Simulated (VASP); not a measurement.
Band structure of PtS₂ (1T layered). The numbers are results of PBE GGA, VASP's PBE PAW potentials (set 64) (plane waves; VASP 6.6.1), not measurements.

Without a dispersion term in the relaxation, distances and binding between the weakly bound layers, chains or molecules are unreliable, and so is what depends on them. Unless said otherwise, spin-orbit coupling is left out, though it shifts the bands of the heavy elements here.

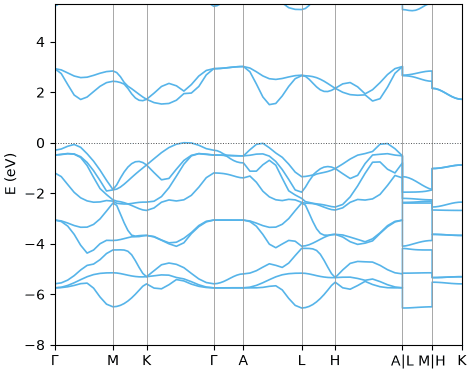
Figure: Bands along high-symmetry lines, zero at the valence-band maximum or, without a gap, the Fermi level

Read the plot: is there a gap, and where are the band edges?

The gap is indirect, 1.51 eV, from the valence maximum at K-Γ at 0.56 to the conduction minimum at A-L at 0.44. (Edges off the drawn lines would not show.)

The compound is PtS2 in the 1T layered structure. It was relaxed first, which changed the volume by +22 %.
